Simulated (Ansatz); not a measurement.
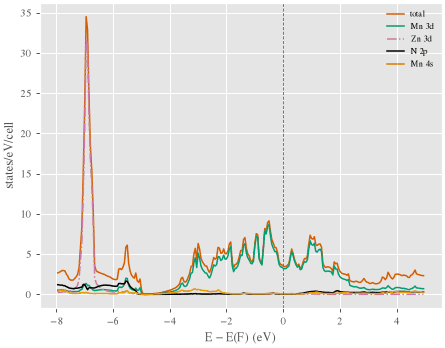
Fig. 1. Total and projected density of states of Mn₃ZnN (anti-perovskite, Pm-3m), plane-wave PAW PBEsol (Ansatz code)

Which orbitals carry the states next to the Fermi level?

Within 0.5 eV of the Fermi level: Mn 3d 93 %. Projections are on Löwdin-orthogonalised atomic valence shells; empty p or d shells of many metals are not among them.

Where is the tallest occupied peak in this window, and what makes it?

Near -6.9 eV, about 35 states/eV per cell; the largest projected share is Zn 3d.

The workflow started from a Materials Project entry (that database holds measured and hypothetical structures alike); the Crystallography Open Database files this formula in space group No. 221, but the cells were not matched. Its standing as an ambient phase is unchecked. Symmetry was held in the PBEsol relaxation; whether a distortion lowers the energy is not shown. Spin order of the final state: ferromagnetic, chosen from 4 collinear starts compared on coarse meshes (ties went to the first, and starts can fall back to one state), not a proven ground state. No Hubbard U is applied.

Potentials: the later of the program's two PAW sets.
